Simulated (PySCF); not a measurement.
C₄H₁₂OSi₂ (SMILES CCO/C([SiH3])=C/[SiH3])

```csv
atom,x (Å),y (Å),z (Å)
C,3.2237,-0.0361,0.4900
C,1.8715,-0.4434,-0.0733
O,0.8915,0.4058,0.4875
C,-0.4212,0.2464,0.1402
Si,-1.4212,1.5515,1.0826
C,-0.8960,-0.6679,-0.7107
Si,-2.6954,-0.8660,-1.1699
H,3.2190,-0.1322,1.5726
H,4.0022,-0.6722,0.0778
H,3.4352,0.9992,0.2355
H,1.8674,-0.3463,-1.1688
H,1.6493,-1.4897,0.1822
H,-2.4075,0.8882,1.9401
H,-0.4775,2.3240,1.8878
H,-2.1160,2.4202,0.1285
H,-0.2051,-1.3573,-1.1830
H,-3.5167,-1.1822,0.0034
H,-3.2241,0.3454,-1.8062
H,-2.7890,-1.9781,-2.1236
```

Geometry: GFN2-xTB.

Level of theory: PBE0/pcSseg-1, SCF density, gas phase, non-relativistic (PySCF).

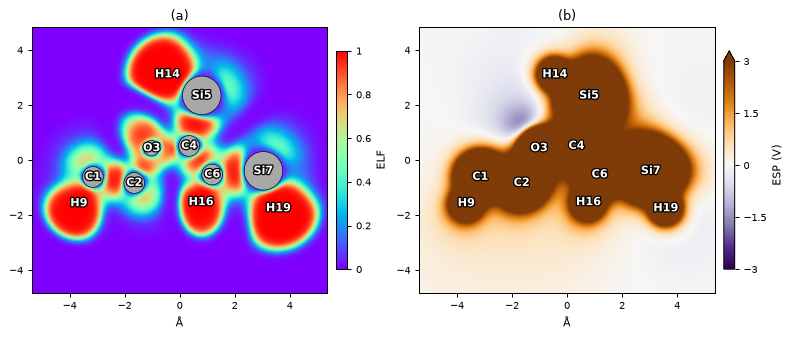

Figure 1. (a) electron localisation function; (b) molecular electrostatic potential on the plane of atoms C4, C6 and H16. Grey discs cover the atomic cores in the ELF map.

**Describe what can be read from this map.**

- The plane passes through C, O, Si and H nuclei.
- C–C (1.34 Å): the ELF peaks at about 0.90 between the atoms; a short, multiple covalent bond.
- C–O (1.37 Å): the ELF peaks at about 0.90 between the atoms: a polar covalent bond.
- C–Si (1.87 Å): the ELF peaks at about 0.95 between the atoms, as expected for localised, covalent bonding.
- C–H (1.08 Å): the ELF climbs to about 1 towards the hydrogen, as it does in any bond to H: an ordinary covalent bond to hydrogen.
- C–O (1.41 Å): the ELF peaks at about 0.90 between the atoms, as expected for a shared but strongly polarised pair.
- The ELF also peaks beside O3, away from the bonds: lone-pair regions.
- Outside the dense part of the molecule the potential is most negative (−1.5 V) near O3.

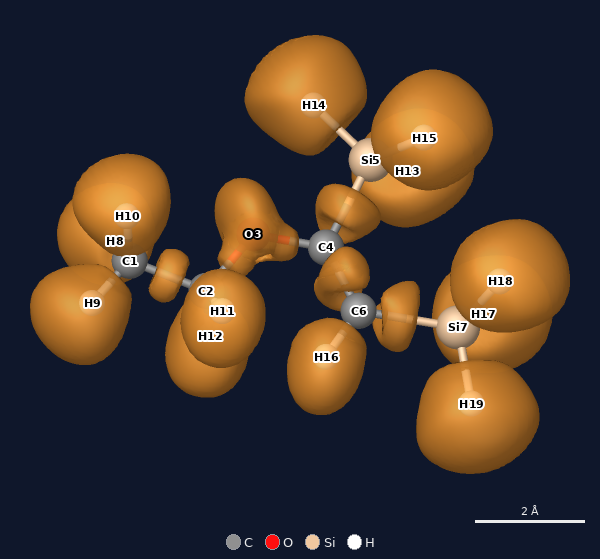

Figure 2. Isosurface of the ELF at 0.75 (orange), seen at a tilt. Only the valence region is drawn (cores and ρ < 0.01 e/Å³ removed).

**Where are the electrons localised?**

At this value the surface marks out two regions between bonded C–C atoms (shared pairs), two regions between bonded C–Si atoms (shared pairs), twelve regions around hydrogen nuclei and one region on O in which the atom's valence shell and bonds are merged.

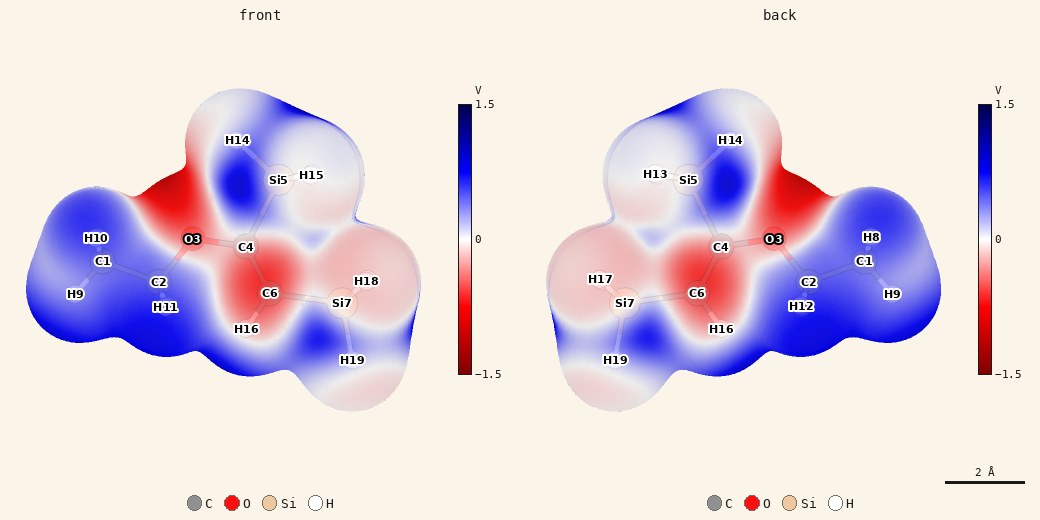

Figure 3. The molecular electrostatic potential painted on the density surface at 0.002 e/bohr³, seen from the front and from behind; the colour scale runs from red (negative) to blue (positive).

**Describe the electrostatic potential map.**

The most negative region (about −1.0 V, or −23 kcal/mol for a unit charge) lies over O3, the most positive (about +1.0 V, or +23 kcal/mol for a unit charge) over Si5. O3 is the likeliest acceptor of a hydrogen bond.

**How polar is the molecule by this calculation?**

Its dipole moment is 1.68 D.
